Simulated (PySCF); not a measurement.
# AlH (SMILES [AlH]): M06-2X/aug-cc-pVDZ

What is the vertical singlet–triplet gap of AlH at M06-2X/aug-cc-pVDZ? 

The calculation is run with PySCF 2.14.0.

5 further runs of the same task are left out: 5 set aside as unsound or not needed.

## 1. The structure to begin with

The species is AlH (2 atoms), meant as a singlet with charge 0. As SMILES, `[AlH]`. Geometry: a GFN2-xTB relaxation, a rough one for these elements and not checked as a minimum.

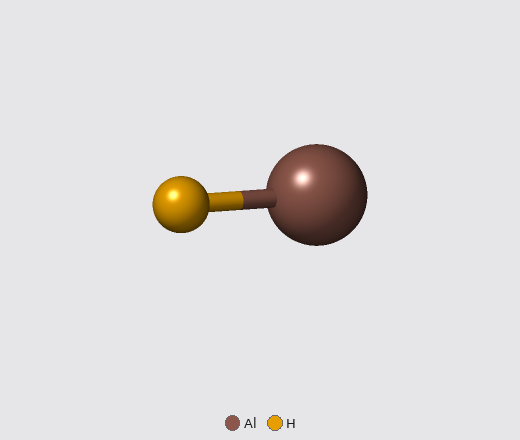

Viewed from a chosen angle; aluminium brown, hydrogen amber.

## 2. The energy at M06-2X/aug-cc-pVDZ

Contents of start.xyz:

```xyz
2
AlH
Al     0.000000     0.000000     0.000000
H      0.000000     0.000000     1.613470
```

Contents of run.py:

```python
from pyscf import gto, dft

mol = gto.Mole()
mol.atom = 'start.xyz'
mol.basis = 'aug-cc-pvdz'
mol.spin = 0
mol.verbose = 4
mol.max_memory = 1860
mol.build()

mf = dft.RKS(mol, xc='m06-2x')
mf.grids.level = 5
mf.conv_tol = 1e-10
mf.kernel()
if not mf.converged:
    mf = mf.newton().run(mf.mo_coeff, mf.mo_occ)

e_final = mf.e_tot
print('Final energy', e_final)
```

Launch:

```
$ OMP_NUM_THREADS=1 python run.py
```

The program printed:

```text
PySCF version 2.14.0

[INPUT] num. atoms = 2
[INPUT] num. electrons = 14
[INPUT] charge = 0
[INPUT] spin (= nelec alpha-beta = 2S) = 0
[INPUT] symmetry False subgroup None
[INPUT] Mole.unit = angstrom
[INPUT] Symbol           X                Y                Z      unit          X                Y                Z       unit  Magmom
[INPUT]  1 Al     0.000000000000   0.000000000000   0.000000000000 AA    0.000000000000   0.000000000000   0.000000000000 Bohr   0.0
[INPUT]  2 H      0.000000000000   0.000000000000   1.613470000000 AA    0.000000000000   0.000000000000   3.049016410202 Bohr   0.0

nuclear repulsion = 4.26367006635388
number of shells = 13
number of NR pGTOs = 61
number of NR cGTOs = 36
basis = aug-cc-pvdz
ecp = {}

******** <class 'pyscf.dft.rks.RKS'> ********
method = RKS
initial guess = minao
damping factor = 0
level_shift factor = 0
DIIS = <class 'pyscf.scf.diis.CDIIS'>
diis_start_cycle = 1
diis_space = 8
diis_damp = 0
SCF conv_tol = 1e-10
SCF conv_tol_grad = None
SCF max_cycles = 50
direct_scf = True
direct_scf_tol = 1e-13
XC library pyscf.dft.libxc version 7.0.0
    S. Lehtola, C. Steigemann, M. J.T. Oliveira, and M. A.L. Marques.,  SoftwareX 7, 1–5 (2018)
XC functionals = m06-2x
    Y. Zhao and D. G. Truhlar.,  Theor. Chem. Acc. 120, 215 (2008)
    Y. Zhao and D. G. Truhlar.,  Theor. Chem. Acc. 120, 215 (2008)
radial grids:
    Treutler-Ahlrichs [JCP 102, 346 (1995); DOI:10.1063/1.469408] (M4) radial grids

becke partition: Becke, JCP 88, 2547 (1988); DOI:10.1063/1.454033
pruning grids: <function nwchem_prune>
grids dens level: 5
symmetrized grids: False
atomic radii adjust function: <function treutler_atomic_radii_adjust>
small_rho_cutoff = 0
Set gradient conv threshold to 1e-05
Initial guess from minao.
tot grids = 66592
init E= -242.80848311526
  HOMO = -0.196828253166441  LUMO = -0.056466889641414  gap/eV = 3.81943
cycle= 1 E= -242.94458764348  delta_E= -0.136  |g|= 0.105  |ddm|= 0.832
  HOMO = -0.244098895068752  LUMO = -0.0460574678761442  gap/eV = 5.38898
cycle= 2 E= -242.950377670826  delta_E= -0.00579  |g|= 0.0273  |ddm|= 0.453
  HOMO = -0.244165729107068  LUMO = -0.0409600538571951  gap/eV = 5.52951
cycle= 3 E= -242.950788482674  delta_E= -0.000411  |g|= 0.00318  |ddm|= 0.0495
  HOMO = -0.244575410642862  LUMO = -0.0409090813892004  gap/eV = 5.54204
cycle= 4 E= -242.950797088052  delta_E= -8.61e-06  |g|= 0.000498  |ddm|= 0.0174
  HOMO = -0.244619473203809  LUMO = -0.0409880997074394  gap/eV = 5.54109
cycle= 5 E= -242.950797328949  delta_E= -2.41e-07  |g|= 7.36e-05  |ddm|= 0.00232
  HOMO = -0.244596868252325  LUMO = -0.040973450655191  gap/eV = 5.54088
cycle= 6 E= -242.950797335063  delta_E= -6.11e-09  |g|= 9.84e-06  |ddm|= 0.000339
  HOMO = -0.244601484010138  LUMO = -0.0409767212421612  gap/eV = 5.54091
cycle= 7 E= -242.950797335206  delta_E= -1.43e-10  |g|= 1.85e-06  |ddm|= 5.82e-05
  HOMO = -0.244601125387375  LUMO = -0.0409764735103471  gap/eV = 5.54091
cycle= 8 E= -242.950797335211  delta_E= -5e-12  |g|= 1.44e-07  |ddm|= 1.3e-05
  HOMO = -0.244601099775577  LUMO = -0.0409764605634105  gap/eV = 5.54091
Extra cycle  E= -242.950797335211  delta_E= -1.14e-13  |g|= 3.85e-08  |ddm|= 6.41e-07
converged SCF energy = -242.950797335211
Final energy -242.95079733521132
```

Wall time 2.6 s (1 thread of Arm Neoverse V1, shared host); peak memory 0.23 GiB.

## 3. The triplet at the same level

Contents of input.xyz:

```xyz
2

Al     0.000000     0.000000     0.000000
H      0.000000     0.000000     1.613470
```

Contents of calc.py:

```python
from pyscf import gto, dft

mol = gto.Mole()
mol.atom = 'input.xyz'
mol.verbose = 3
mol.spin = 2
mol.charge = 0
mol.basis = 'aug-cc-pvdz'
mol.max_memory = 1860
mol.build()

mf = dft.UKS(mol, xc='m06-2x')
mf.grids.level = 5
mf.conv_tol = 1e-10
mf.kernel()
if not mf.converged:
    mf = mf.newton().run(mf.mo_coeff, mf.mo_occ)

e_final = mf.e_tot
print('E = %.10f Eh' % e_final)
```

Launch:

```
$ OMP_NUM_THREADS=1 python calc.py
```

The program printed:

```text
WARN: HOMO -0.0564668896414142 >= LUMO -0.19682825316644

converged SCF energy = -242.881826386692  <S^2> = 2.0036313  2S+1 = 3.0024199
E = -242.8818263867 Eh
```

It took 5.1 s on 1 thread of Arm Neoverse V1, shared host; peak memory 0.24 GiB.

## 4. Outcome

Level: M06-2X/aug-cc-pVDZ.

| quantity | value |
| --- | --- |
| singlet: total energy | -242.95080 Eh |
| singlet: dipole moment | 0.08 D |
| singlet: HOMO energy | -6.66 eV |
| singlet: LUMO energy | -1.12 eV |
| singlet: HOMO–LUMO gap | 5.54 eV |
| triplet: total energy | -242.88183 Eh |
| triplet: dipole moment | 0.69 D |
| triplet: HOMO energy (highest over α and β) | -4.72 eV |
| triplet: LUMO energy (lowest over α and β) | -3.76 eV |
| triplet: ⟨S²⟩ | 2.004 |
| vertical energy of the triplet above the singlet | 1.877 eV |

At this shape the triplet lies 1.88 eV (43 kcal/mol) above the singlet.
